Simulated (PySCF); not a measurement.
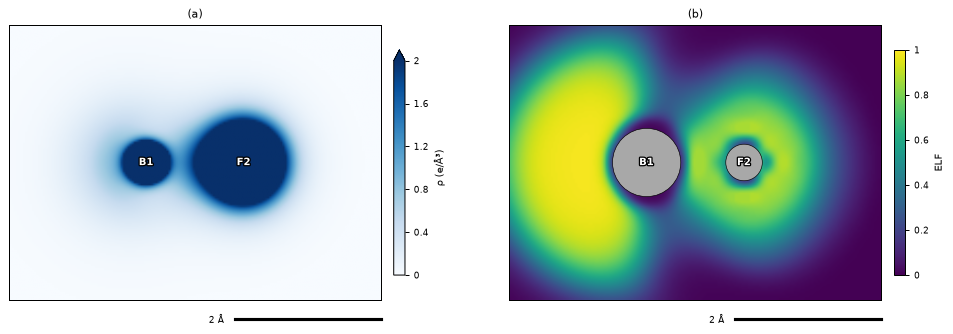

Figure 1: BF (charge −1, doublet). (a) electron density; (b) ELF on a plane that holds the molecular axis. Grey discs cover the atomic cores in the ELF map.

Computed with PBE0/aug-pcseg-1, non-relativistic, at a bond length of 1.332 Å (PySCF).

Q: Read the bonding off the picture.

A:
- Atoms in the plane: B and F.
- B–F (1.33 Å): ρ is about 2.1 e/Å³ halfway; the ELF peaks at about 0.85 between the atoms; a polar covalent bond.
- The ELF also peaks beside F2 and B1, away from the bonds: non-bonding electrons, paired or unpaired.
